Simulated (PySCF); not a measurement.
Vertical excitations of a molecule C4H6F2 from TDA-PBE/def2-SVPD (PySCF 2.14.0), as energy in eV (oscillator strength): 7.44 (0.000), 7.65 (0.000), 7.73 (0.049), 8.03 (0.009), 8.04 (0.000), 8.26 (0.000), 8.27 (0.008), 8.29 (0.000), 8.31 (0.008), 8.34 (0.000). Lowest triplet (TDA): 7.22 eV. Geometry: PBE0-D3(BJ)/def2-SVP. One conformer was computed; it need not be the lowest.

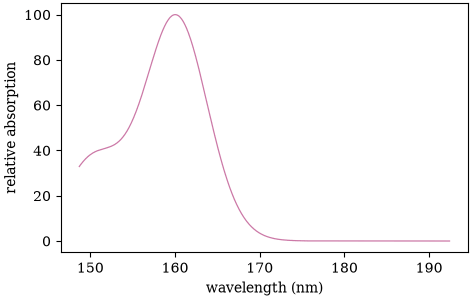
The lines broadened by 0.4 eV.

Which structure fits?
A. F[C@H]1C[C@@H](F)C1
B. C=CC(C)(F)F
C. C=CCC(F)F
D. FC1(F)CCC1

A, F[C@H]1C[C@@H](F)C1
